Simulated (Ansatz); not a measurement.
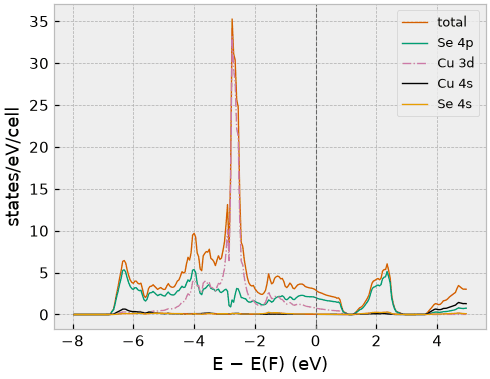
Figure: Total and projected density of states of CuSe₂ in space group Pnnm (No. 58; Cu on 2a, Se on 4g), r²SCAN in the plane-wave PAW code Ansatz

Which orbitals carry the states next to the Fermi level?

Within 0.5 eV of the Fermi level: Se 4p 68 %, Cu 3d 28 %. Projections are on Löwdin-orthogonalised atomic valence shells; empty p or d shells of many metals are not among them.

Where is the tallest occupied peak in this window, and what makes it?

Near -2.8 eV, about 35 states/eV per cell; the largest projected share is Cu 3d.

The workflow started from an entry of the Crystallography Open Database (COD). Its standing as an ambient phase is unchecked. The r²SCAN relaxation kept the symmetry of its start; its stability against distortions is not shown here. No spin polarisation was allowed. Spin–orbit coupling is left out wherever it is not named.

Potentials: the later of the program's two PAW sets.
